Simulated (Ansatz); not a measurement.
**CH9GaSi2: one species, many methods**

How much do the methods differ for CH9GaSi2? The plan is to run it at one geometry with functionals of several rungs and with coupled cluster, and see how far each lands from CCSD(T) at the basis-set limit for the atomisation energy.

Program: Ansatz 0.2.0, Gaussian basis. Level of theory: functionals in def2-TZVPP, the program's frozen cores in correlated methods. These are calculated values, not measurements.

Levels to be run: LDA (SPW92), PBE-D4, revPBE-D4, BLYP-D4, r2SCAN-D4, B97M-V, PBE0-D4, B3LYP-D4, r2SCANh-D4, r2SCAN0-D4, HSE06-D4, BHLYP-D4, CAM-B3LYP-D4, LC-ωPBE, ωB97X-V, ωB97M-V, B2PLYP, PBE-QIDH; CCSD(T)/def2-SVP; CCSD(T)/def2-TZVPP; MP2/def2-QZVPP; extrapolation to the limit; RPA on PBE.

### 1 The relaxed structure

All runs share one geometry, relaxed beforehand with PBE0-D4 in a triple-zeta def2 set.

SMILES `[SiH3]C[SiH2][GaH2]`, 13 atoms, charge 0, spin multiplicity 1.

Atoms are counted from 1 here; the program's logs count them from 0.

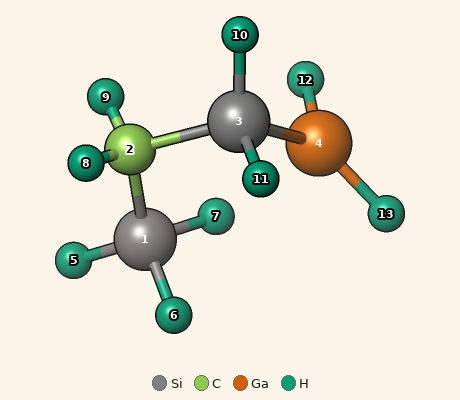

The geometry (silicon grey, carbon green, gallium orange, hydrogen teal); atoms are numbered from 1 in the order of the file.

### 2 LDA

This LDA is Slater exchange with PW92 correlation.

Input file in.yaml:

```yaml
crystal:
  periodic: [false, false, false]
  atoms:
    - {symbol: Si, position_ang: [-1.549678, 0.122475, 0.301753]}
    - {symbol: C, position_ang: [-0.277525, 1.323183, -0.324680]}
    - {symbol: Si, position_ang: [1.400935, 0.570443, 0.150988]}
    - {symbol: Ga, position_ang: [0.955834, -1.776609, -0.243610]}
    - {symbol: H, position_ang: [-2.928579, 0.290065, -0.226957]}
    - {symbol: H, position_ang: [-1.582762, 0.065724, 1.784390]}
    - {symbol: H, position_ang: [-1.115839, -1.265295, -0.149166]}
    - {symbol: H, position_ang: [-0.429448, 2.333703, 0.061898]}
    - {symbol: H, position_ang: [-0.342193, 1.362250, -1.417096]}
    - {symbol: H, position_ang: [2.495268, 1.166306, -0.668125]}
    - {symbol: H, position_ang: [1.679326, 0.909476, 1.575711]}
    - {symbol: H, position_ang: [0.787993, -2.243218, -1.739727]}
    - {symbol: H, position_ang: [0.906648, -2.858513, 0.894610]}
basis:
  gaussian: {orbitals: def2-TZVPP}
hamiltonian: {xc: lda}
output: {orbitals: {seedname: orbitals}}
```

Command:

```console
ansatz run in.yaml --threads 4 --pin off --events-out ev --progress --plain --max-ram 10444MiB
```

What it wrote, shortened:

```text
Functional definition: SPW92
  name "SPW92"
  cite "Dirac, Proc. Camb. Phil. Soc. 26, 376 (1930) doi:10.1017/S0305004100016108"
  cite "Slater, Phys. Rev. 81, 385 (1951) doi:10.1103/PhysRev.81.385"
  cite "Perdew & Wang, Phys. Rev. B 45, 13244 (1992) doi:10.1103/PhysRevB.45.13244"
[...]
1655 factors; their error is unknown
[...]
mean field -69160.10649547 eV, -2541.5870353046 hartree, gradient 7.3e-5 eV, S^2 0.000000; 0 other end points of the search recorded, 0 dependent functions left out
reference -69160.10654629 eV, -2541.5870371722 hartree; 37, 37 occupied and 252, 252 virtual orbitals, 1655 factors
Total energy: -69160.10654629 eV, -2541.5870371722 hartree
```

Run time: 1.9 s. Hardware: 4 threads of Arm Neoverse V1, shared host; peak memory 0.46 GiB.

Atomisation energy: 44.688 eV (free atoms -69115.419 eV, run apart). HOMO -6.24 eV, LUMO -2.49 eV.

### 3 PBE-D4 (GGA)

Edit in.yaml of step 2 so:

```diff
@@ -18,3 +18,3 @@
   gaussian: {orbitals: def2-TZVPP}
-hamiltonian: {xc: lda}
-output: {orbitals: {seedname: orbitals}}
+hamiltonian: {xc: pbe, dispersion: d4}
+output: {forces: true, orbitals: {seedname: orbitals}}
```

Same command.

What it wrote, shortened:

```text
Functional definition: PBE
  name "PBE"
  cite "Perdew, Burke & Ernzerhof, Phys. Rev. Lett. 77, 3865 (1996) doi:10.1103/PhysRevLett.77.3865"
  parent pbe
[...]
1655 factors; their error is unknown
[...]
mean field -69299.49945990 eV, -2546.7096322635 hartree, gradient 5.6e-5 eV, S^2 0.000000; 0 other end points of the search recorded, 0 dependent functions left out
[...]
Atom 9 at     2.495268     1.166306    -0.668125 Å, force     0.116047     0.062931    -0.082037 eV/Å
Atom 10 at     1.679326     0.909476     1.575711 Å, force     0.028346     0.037404     0.140317 eV/Å
Atom 11 at     0.787993    -2.243218    -1.739727 Å, force    -0.013027    -0.025886    -0.077938 eV/Å
Atom 12 at     0.906648    -2.858513     0.894610 Å, force    -0.004709    -0.060038     0.055159 eV/Å
Dipole moment:    -0.199714     0.324056    -0.040096 e Å
```

Run time: 3.7 s. Hardware: 4 threads of Arm Neoverse V1, shared host; peak memory 0.47 GiB.

Atomisation energy: 39.980 eV (free atoms -69259.875 eV, run apart). HOMO -6.14 eV, LUMO -2.23 eV.

### 4 revPBE-D4 (GGA)

Edit in.yaml of step 3 so:

```diff
@@ -18,3 +18,3 @@
   gaussian: {orbitals: def2-TZVPP}
-hamiltonian: {xc: pbe, dispersion: d4}
-output: {forces: true, orbitals: {seedname: orbitals}}
+hamiltonian: {xc: {name: revPBE}, dispersion: d4}
+output: {orbitals: {seedname: orbitals}}
```

Launched as before.

What it wrote, shortened:

```text
Functional definition: revPBE
  name "revPBE"
  cite "Zhang & Yang, Phys. Rev. Lett. 80, 890 (1998) doi:10.1103/PhysRevLett.80.890"
  cite "Perdew, Burke & Ernzerhof, Phys. Rev. Lett. 77, 3865 (1996) doi:10.1103/PhysRevLett.77.3865"
[...]
1655 factors; their error is unknown
[...]
mean field -69310.07753874 eV, -2547.0983694907 hartree, gradient 6.8e-5 eV, S^2 0.000000; 0 other end points of the search recorded, 0 dependent functions left out
reference -69310.07760620 eV, -2547.0983719699 hartree; 37, 37 occupied and 252, 252 virtual orbitals, 1655 factors
Total energy: -69311.00912223 eV, -2547.1326045527 hartree
```

Run time: 3 s. Hardware: 4 threads of Arm Neoverse V1, shared host; peak memory 0.47 GiB.

Atomisation energy: 39.416 eV (free atoms -69271.593 eV, run apart). HOMO -6.10 eV, LUMO -2.12 eV.

### 5 BLYP-D4 (GGA)

Edit in.yaml of step 4 so:

```diff
@@ -18,3 +18,3 @@
   gaussian: {orbitals: def2-TZVPP}
-hamiltonian: {xc: {name: revPBE}, dispersion: d4}
+hamiltonian: {xc: {name: BLYP}, dispersion: d4}
 output: {orbitals: {seedname: orbitals}}
```

The command is unchanged.

What it wrote, shortened:

```text
Functional definition: BLYP
  name "BLYP"
  cite "Becke, Phys. Rev. A 38, 3098 (1988) doi:10.1103/PhysRevA.38.3098"
  cite "Lee, Yang & Parr, Phys. Rev. B 37, 785 (1988) doi:10.1103/PhysRevB.37.785"
[...]
1655 factors; their error is unknown
[...]
mean field -69318.11830279 eV, -2547.3938621194 hartree, gradient 7.1e-5 eV, S^2 0.000000; 0 other end points of the search recorded, 0 dependent functions left out
reference -69318.11874980 eV, -2547.3938785469 hartree; 37, 37 occupied and 252, 252 virtual orbitals, 1655 factors
Total energy: -69318.87520787 eV, -2547.4216778681 hartree
```

It took 3 s on 4 threads of Arm Neoverse V1, shared host; peak memory 0.47 GiB.

With the free atoms at this level, -69279.276 eV in sum, the atomisation energy is 39.600 eV. HOMO -6.00 eV, LUMO -2.09 eV.

### 6 r2SCAN-D4 (meta-GGA)

Edit in.yaml of step 5 so:

```diff
@@ -18,3 +18,3 @@
   gaussian: {orbitals: def2-TZVPP}
-hamiltonian: {xc: {name: BLYP}, dispersion: d4}
-output: {orbitals: {seedname: orbitals}}
+hamiltonian: {xc: r2scan, dispersion: d4}
+output: {forces: true, orbitals: {seedname: orbitals}}
```

Launched as before.

What it wrote, shortened:

```text
Functional definition: r2SCAN
  name "r2SCAN"
  cite "Furness, Kaplan, Ning, Perdew & Sun, J. Phys. Chem. Lett. 11, 8208 (2020) doi:10.1021/acs.jpclett.0c02405"
  cite "Furness, Kaplan, Ning, Perdew & Sun, J. Phys. Chem. Lett. 11, 9248 (2020) doi:10.1021/acs.jpclett.0c03077"
  parent r2scan
[...]
1655 factors; their error is unknown
[...]
Atom 9 at     2.495268     1.166306    -0.668125 Å, force    -0.008875    -0.004068     0.013790 eV/Å
Atom 10 at     1.679326     0.909476     1.575711 Å, force    -0.004305     0.000677    -0.019857 eV/Å
Atom 11 at     0.787993    -2.243218    -1.739727 Å, force     0.015506     0.022787     0.112868 eV/Å
Atom 12 at     0.906648    -2.858513     0.894610 Å, force     0.002738     0.071997    -0.097091 eV/Å
Dipole moment:    -0.203356     0.334685    -0.039140 e Å
```

It took 7.5 s on 4 threads of Arm Neoverse V1, shared host; peak memory 0.5 GiB.

Atomisation energy: 40.401 eV (free atoms -69274.868 eV, run apart). HOMO -6.38 eV, LUMO -1.99 eV.

### 7 B97M-V (meta-GGA)

Edit in.yaml of step 6 so:

```diff
@@ -18,3 +18,3 @@
   gaussian: {orbitals: def2-TZVPP}
-hamiltonian: {xc: r2scan, dispersion: d4}
-output: {forces: true, orbitals: {seedname: orbitals}}
+hamiltonian: {xc: {name: B97M-V}}
+output: {orbitals: {seedname: orbitals}}
```

The command is unchanged.

What it wrote, shortened:

```text
Functional definition: B97M-V
  name "B97M-V"
  cite "Mardirossian & Head-Gordon, J. Chem. Phys. 142, 074111 (2015) doi:10.1063/1.4907719"
  cite "Becke, J. Chem. Phys. 107, 8554 (1997) doi:10.1063/1.475007"
  cite "Vydrov & Van Voorhis, J. Chem. Phys. 133, 244103 (2010) doi:10.1063/1.3521275"
  # Of w^i u^j: cxij and so on, Table III.
[...]
  gx(w, u) = cx00 + cx01*u + cx02*u^2 + (cx10 + cx11*u)*w
[...]
  gos(w, u) = cos00 + cos01*u + cos03*u^3 + cos10*w + cos32*w^3*u^2
[...]
      + integral(e_c_pw_mod_opposite_spin*gos(b97_w_opposite, b97_u_opposite)) + vv10(b, c)
1655 factors; their error is unknown
[...]
mean field -69303.83348784 eV, -2546.8689048525 hartree, gradient 3.1e-5 eV, S^2 0.000000; 0 other end points of the search recorded, 0 dependent functions left out
reference -69303.83356833 eV, -2546.8689078104 hartree; 37, 37 occupied and 252, 252 virtual orbitals, 1655 factors
Total energy: -69303.83356833 eV, -2546.8689078104 hartree
```

Wall time 15 s (4 threads of Arm Neoverse V1, shared host); peak memory 0.57 GiB.

Atomisation energy: 40.643 eV (free atoms -69263.191 eV, run apart). HOMO -6.49 eV, LUMO -2.12 eV.

### 8 PBE0-D4 (hybrid)

Edit in.yaml of step 7 so:

```diff
@@ -18,3 +18,3 @@
   gaussian: {orbitals: def2-TZVPP}
-hamiltonian: {xc: {name: B97M-V}}
+hamiltonian: {xc: pbe0, dispersion: d4}
 output: {orbitals: {seedname: orbitals}}
```

The command is unchanged.

What it wrote, shortened:

```text
Functional definition: PBE0
  name "PBE0"
  cite "Adamo & Barone, J. Chem. Phys. 110, 6158 (1999) doi:10.1063/1.478522"
  cite "Perdew, Burke & Ernzerhof, Phys. Rev. Lett. 77, 3865 (1996) doi:10.1103/PhysRevLett.77.3865"
  parent pbe
[...]
1706 factors; their error is unknown
[...]
mean field -69302.60497883 eV, -2546.8237579793 hartree, gradient 3.8e-5 eV, S^2 0.000000; 0 other end points of the search recorded, 0 dependent functions left out
reference -69302.60501928 eV, -2546.8237594658 hartree; 37, 37 occupied and 252, 252 virtual orbitals, 1706 factors
Total energy: -69302.90875722 eV, -2546.8349216292 hartree
```

It took 6 s on 4 threads of Arm Neoverse V1, shared host; peak memory 0.99 GiB.

Atomisation energy: 39.977 eV (free atoms -69262.931 eV, run apart). HOMO -7.19 eV, LUMO -1.43 eV.

### 9 B3LYP-D4 (hybrid)

B3LYP here takes the VWN-RPA correlation.

Edit in.yaml of step 8 so:

```diff
@@ -18,3 +18,3 @@
   gaussian: {orbitals: def2-TZVPP}
-hamiltonian: {xc: pbe0, dispersion: d4}
-output: {orbitals: {seedname: orbitals}}
+hamiltonian: {xc: {name: B3LYP}, dispersion: d4}
+output: {forces: true, orbitals: {seedname: orbitals}}
```

The command is unchanged.

What it wrote, shortened:

```text
Functional definition: B3LYP
  name "B3LYP"
  cite "Stephens, Devlin, Chabalowski & Frisch, J. Phys. Chem. 98, 11623 (1994) doi:10.1021/j100096a001"
  cite "Becke, Phys. Rev. A 38, 3098 (1988) doi:10.1103/PhysRevA.38.3098"
  cite "Lee, Yang & Parr, Phys. Rev. B 37, 785 (1988) doi:10.1103/PhysRevB.37.785"
  cite "Vosko, Wilk & Nusair, Can. J. Phys. 58, 1200 (1980) doi:10.1139/p80-159"
[...]
1696 factors; their error is unknown
[...]
Atom 9 at     2.495268     1.166306    -0.668125 Å, force    -0.062089    -0.036122     0.051332 eV/Å
Atom 10 at     1.679326     0.909476     1.575711 Å, force    -0.015250    -0.019693    -0.085855 eV/Å
Atom 11 at     0.787993    -2.243218    -1.739727 Å, force     0.006063    -0.007920     0.015411 eV/Å
Atom 12 at     0.906648    -2.858513     0.894610 Å, force    -0.000580     0.002703    -0.017187 eV/Å
Dipole moment:    -0.192977     0.324944    -0.034002 e Å
```

It took 9 s on 4 threads of Arm Neoverse V1, shared host; peak memory 1.1 GiB.

With the free atoms at this level, -69280.846 eV in sum, the atomisation energy is 40.163 eV. HOMO -7.00 eV, LUMO -1.62 eV.

### 10 r2SCANh-D4 (hybrid)

Edit in.yaml of step 9 so:

```diff
@@ -18,3 +18,3 @@
   gaussian: {orbitals: def2-TZVPP}
-hamiltonian: {xc: {name: B3LYP}, dispersion: d4}
-output: {forces: true, orbitals: {seedname: orbitals}}
+hamiltonian: {xc: {name: r2SCANh}, dispersion: d4}
+output: {orbitals: {seedname: orbitals}}
```

Launched as before.

What it wrote, shortened:

```text
Functional definition: r2SCANh
  name "r2SCANh"
  cite "Bursch, Neugebauer, Ehlert & Grimme, J. Chem. Phys. 156, 134105 (2022) doi:10.1063/5.0086040"
  cite "Furness, Kaplan, Ning, Perdew & Sun, J. Phys. Chem. Lett. 11, 8208 (2020) doi:10.1021/acs.jpclett.0c02405"
  cite "Furness, Kaplan, Ning, Perdew & Sun, J. Phys. Chem. Lett. 11, 9248 (2020) doi:10.1021/acs.jpclett.0c03077"
  parent r2scan
[...]
1678 factors; their error is unknown
[...]
mean field -69314.78555104 eV, -2547.2713857516 hartree, gradient 1.7e-5 eV, S^2 0.000000; 0 other end points of the search recorded, 0 dependent functions left out
reference -69314.78556626 eV, -2547.2713863110 hartree; 37, 37 occupied and 252, 252 virtual orbitals, 1678 factors
Total energy: -69314.87767964 eV, -2547.2747714151 hartree
```

Run time: 9.5 s. Hardware: 4 threads of Arm Neoverse V1, shared host; peak memory 1 GiB.

Atomisation energy: 40.315 eV (free atoms -69274.563 eV, run apart). HOMO -6.77 eV, LUMO -1.71 eV.

### 11 r2SCAN0-D4 (hybrid)

Edit in.yaml of step 10 so:

```diff
@@ -18,3 +18,3 @@
   gaussian: {orbitals: def2-TZVPP}
-hamiltonian: {xc: {name: r2SCANh}, dispersion: d4}
+hamiltonian: {xc: {name: r2SCAN0}, dispersion: d4}
 output: {orbitals: {seedname: orbitals}}
```

Launched as before.

What it wrote, shortened:

```text
Functional definition: r2SCAN0
  name "r2SCAN0"
  cite "Bursch, Neugebauer, Ehlert & Grimme, J. Chem. Phys. 156, 134105 (2022) doi:10.1063/5.0086040"
  cite "Furness, Kaplan, Ning, Perdew & Sun, J. Phys. Chem. Lett. 11, 8208 (2020) doi:10.1021/acs.jpclett.0c02405"
  cite "Furness, Kaplan, Ning, Perdew & Sun, J. Phys. Chem. Lett. 11, 9248 (2020) doi:10.1021/acs.jpclett.0c03077"
  parent r2scan
[...]
1706 factors; their error is unknown
[...]
mean field -69314.23110291 eV, -2547.2510101588 hartree, gradient 3.0e-5 eV, S^2 0.000000; 0 other end points of the search recorded, 0 dependent functions left out
reference -69314.23111613 eV, -2547.2510106445 hartree; 37, 37 occupied and 252, 252 virtual orbitals, 1706 factors
Total energy: -69314.33374091 eV, -2547.2547820357 hartree
```

It took 8 s on 4 threads of Arm Neoverse V1, shared host; peak memory 1 GiB.

Atomisation energy: 40.202 eV (free atoms -69274.131 eV, run apart). HOMO -7.35 eV, LUMO -1.29 eV.

### 12 HSE06-D4 (hybrid)

HSE06 is the plane-wave form, built on full-range PBE exchange.

Edit in.yaml of step 11 so:

```diff
@@ -18,3 +18,3 @@
   gaussian: {orbitals: def2-TZVPP}
-hamiltonian: {xc: {name: r2SCAN0}, dispersion: d4}
+hamiltonian: {xc: hse06, dispersion: d4}
 output: {orbitals: {seedname: orbitals}}
```

Launched as before.

What it wrote, shortened:

```text
Functional definition: HSE06
  name "HSE06"
  cite "Heyd, Scuseria & Ernzerhof, J. Chem. Phys. 118, 8207 (2003) doi:10.1063/1.1564060"
  cite "Krukau, Vydrov, Izmaylov & Scuseria, J. Chem. Phys. 125, 224106 (2006) doi:10.1063/1.2404663"
  cite "Heyd & Scuseria, J. Chem. Phys. 120, 7274 (2004) doi:10.1063/1.1668634"
  cite "Ernzerhof & Perdew, J. Chem. Phys. 109, 3313 (1998) doi:10.1063/1.476928"
[...]
1706 factors; their error is unknown
143 factors; integrals over basis functions are off by at most 4.4e-7 eV
[...]
mean field -69302.12962417 eV, -2546.8062890177 hartree, gradient 3.1e-5 eV, S^2 0.000000; 0 other end points of the search recorded, 0 dependent functions left out
reference -69302.12967807 eV, -2546.8062909982 hartree; 37, 37 occupied and 252, 252 virtual orbitals, 1706 factors
Total energy: -69302.41680135 eV, -2546.8168425843 hartree
```

It took 6 s on 4 threads of Arm Neoverse V1, shared host; peak memory 1 GiB.

Atomisation energy: 39.984 eV (free atoms -69262.433 eV, run apart). HOMO -6.80 eV, LUMO -1.80 eV.

### 13 BHLYP-D4 (hybrid)

Edit in.yaml of step 12 so:

```diff
@@ -18,3 +18,3 @@
   gaussian: {orbitals: def2-TZVPP}
-hamiltonian: {xc: hse06, dispersion: d4}
+hamiltonian: {xc: {name: BHLYP}, dispersion: d4}
 output: {orbitals: {seedname: orbitals}}
```

Launched as before.

What it wrote, shortened:

```text
Functional definition: BHLYP
  name "BHLYP"
  cite "Becke, J. Chem. Phys. 98, 1372 (1993) doi:10.1063/1.464304"
  cite "Becke, Phys. Rev. A 38, 3098 (1988) doi:10.1103/PhysRevA.38.3098"
  cite "Lee, Yang & Parr, Phys. Rev. B 37, 785 (1988) doi:10.1103/PhysRevB.37.785"
[...]
1825 factors; their error is unknown
[...]
mean field -69316.13647096 eV, -2547.3210311429 hartree, gradient 3.4e-5 eV, S^2 0.000000; 0 other end points of the search recorded, 0 dependent functions left out
reference -69316.13669553 eV, -2547.3210393958 hartree; 37, 37 occupied and 252, 252 virtual orbitals, 1825 factors
Total energy: -69316.63487222 eV, -2547.3393470516 hartree
```

Run time: 5.5 s. Hardware: 4 threads of Arm Neoverse V1, shared host; peak memory 1 GiB.

Atomisation energy: 39.856 eV (free atoms -69276.778 eV, run apart). HOMO -8.14 eV, LUMO -0.56 eV.

### 14 CAM-B3LYP-D4 (range-separated)

Edit in.yaml of step 13 so:

```diff
@@ -18,3 +18,3 @@
   gaussian: {orbitals: def2-TZVPP}
-hamiltonian: {xc: {name: BHLYP}, dispersion: d4}
+hamiltonian: {xc: {name: CAM-B3LYP}, dispersion: d4}
 output: {orbitals: {seedname: orbitals}}
```

Launched as before.

What it wrote, shortened:

```text
Functional definition: CAM-B3LYP
  name "CAM-B3LYP"
  cite "Yanai, Tew & Handy, Chem. Phys. Lett. 393, 51 (2004) doi:10.1016/j.cplett.2004.06.011"
  cite "Iikura, Tsuneda, Yanai & Hirao, J. Chem. Phys. 115, 3540 (2001) doi:10.1063/1.1383587"
  cite "Becke, Phys. Rev. A 38, 3098 (1988) doi:10.1103/PhysRevA.38.3098"
  cite "Lee, Yang & Parr, Phys. Rev. B 37, 785 (1988) doi:10.1103/PhysRevB.37.785"
[...]
1696 factors; their error is unknown
438 factors; integrals over basis functions are off by at most 1.2e-5 eV
[...]
mean field -69320.38206937 eV, -2547.4770540069 hartree, gradient 4.2e-5 eV, S^2 0.000000; 0 other end points of the search recorded, 0 dependent functions left out
reference -69320.38223156 eV, -2547.4770599672 hartree; 37, 37 occupied and 252, 252 virtual orbitals, 1696 factors
Total energy: -69320.69679603 eV, -2547.4886199981 hartree
```

Wall time 6.5 s (4 threads of Arm Neoverse V1, shared host); peak memory 1.1 GiB.

Atomisation energy: 40.363 eV (free atoms -69280.334 eV, run apart). HOMO -8.44 eV, LUMO -0.44 eV.

### 15 LC-ωPBE (range-separated)

Edit in.yaml of step 14 so:

```diff
@@ -18,3 +18,3 @@
   gaussian: {orbitals: def2-TZVPP}
-hamiltonian: {xc: {name: CAM-B3LYP}, dispersion: d4}
+hamiltonian: {xc: {name: LC-wPBE}}
 output: {orbitals: {seedname: orbitals}}
```

The command is unchanged.

What it wrote, shortened:

```text
Functional definition: LC-wPBE
  name "LC-wPBE"
  cite "Vydrov & Scuseria, J. Chem. Phys. 125, 234109 (2006) doi:10.1063/1.2409292"
  cite "Heyd & Scuseria, J. Chem. Phys. 120, 7274 (2004) doi:10.1063/1.1668634"
  cite "Ernzerhof & Perdew, J. Chem. Phys. 109, 3313 (1998) doi:10.1063/1.476928"
  cite "Perdew, Burke & Ernzerhof, Phys. Rev. Lett. 77, 3865 (1996) doi:10.1103/PhysRevLett.77.3865"
  parent pbe
[...]
1655 factors; their error is unknown
565 factors; integrals over basis functions are off by at most 2.3e-5 eV
[...]
mean field -69305.40947717 eV, -2546.9268213922 hartree, gradient 8.8e-6 eV, S^2 0.000000; 0 other end points of the search recorded, 0 dependent functions left out
reference -69305.40947718 eV, -2546.9268213925 hartree; 37, 37 occupied and 252, 252 virtual orbitals, 1655 factors
Total energy: -69305.40947718 eV, -2546.9268213925 hartree
```

Wall time 4.2 s (4 threads of Arm Neoverse V1, shared host); peak memory 0.71 GiB.

Atomisation energy: 39.965 eV (free atoms -69265.444 eV, run apart). HOMO -9.73 eV, LUMO 0.63 eV.

### 16 ωB97X-V (range-separated)

Edit in.yaml of step 15 so:

```diff
@@ -18,3 +18,3 @@
   gaussian: {orbitals: def2-TZVPP}
-hamiltonian: {xc: {name: LC-wPBE}}
+hamiltonian: {xc: {name: wB97X-V}}
 output: {orbitals: {seedname: orbitals}}
```

The command is unchanged.

What it wrote, shortened:

```text
Functional definition: wB97X-V
  name "wB97X-V"
  cite "Mardirossian & Head-Gordon, Phys. Chem. Chem. Phys. 16, 9904 (2014) doi:10.1039/C3CP54374A"
  cite "Becke, J. Chem. Phys. 107, 8554 (1997) doi:10.1063/1.475007"
  cite "Vydrov & Van Voorhis, J. Chem. Phys. 133, 244103 (2010) doi:10.1063/1.3521275"
[...]
      + integral(e_c_pw_opposite_spin*poly(b97_u_opposite, cos0, cos1)) + vv10(b, c)
1696 factors; their error is unknown
413 factors; integrals over basis functions are off by at most 1.0e-5 eV
[...]
mean field -69310.14741054 eV, -2547.1009372321 hartree, gradient 1.7e-5 eV, S^2 0.000000; 0 other end points of the search recorded, 0 dependent functions left out
reference -69310.14740784 eV, -2547.1009371330 hartree; 37, 37 occupied and 252, 252 virtual orbitals, 1696 factors
Total energy: -69310.14740784 eV, -2547.1009371330 hartree
```

Wall time 14 s (4 threads of Arm Neoverse V1, shared host); peak memory 1.2 GiB.

Atomisation energy: 40.629 eV (free atoms -69269.519 eV, run apart). HOMO -9.41 eV, LUMO 0.53 eV.

### 17 ωB97M-V (range-separated)

Edit in.yaml of step 16 so:

```diff
@@ -18,3 +18,3 @@
   gaussian: {orbitals: def2-TZVPP}
-hamiltonian: {xc: {name: wB97X-V}}
-output: {orbitals: {seedname: orbitals}}
+hamiltonian: {xc: {name: wB97M-V}}
+output: {forces: true, orbitals: {seedname: orbitals}}
```

Same command.

What it wrote, shortened:

```text
Functional definition: wB97M-V
  name "wB97M-V"
  cite "Mardirossian & Head-Gordon, J. Chem. Phys. 144, 214110 (2016) doi:10.1063/1.4952647"
  cite "Becke, J. Chem. Phys. 107, 8554 (1997) doi:10.1063/1.475007"
  cite "Vydrov & Van Voorhis, J. Chem. Phys. 133, 244103 (2010) doi:10.1063/1.3521275"
  # Of w^i u^j: cxij and so on, Table III.
[...]
  gx(w, u) = 1 - cx + cx01*u + cx10*w
[...]
Atom 9 at     2.495268     1.166306    -0.668125 Å, force    -0.123058    -0.068492     0.091005 eV/Å
Atom 10 at     1.679326     0.909476     1.575711 Å, force    -0.034936    -0.036889    -0.146083 eV/Å
Atom 11 at     0.787993    -2.243218    -1.739727 Å, force     0.017901     0.037353     0.123806 eV/Å
Atom 12 at     0.906648    -2.858513     0.894610 Å, force     0.002010     0.092022    -0.097919 eV/Å
Dipole moment:    -0.188170     0.321082    -0.035267 e Å
```

Run time: 21 s. Hardware: 4 threads of Arm Neoverse V1, shared host; peak memory 1.4 GiB.

With the free atoms at this level, -69272.105 eV in sum, the atomisation energy is 40.315 eV. HOMO -9.22 eV, LUMO 0.30 eV.

[end of part 1 of 2]
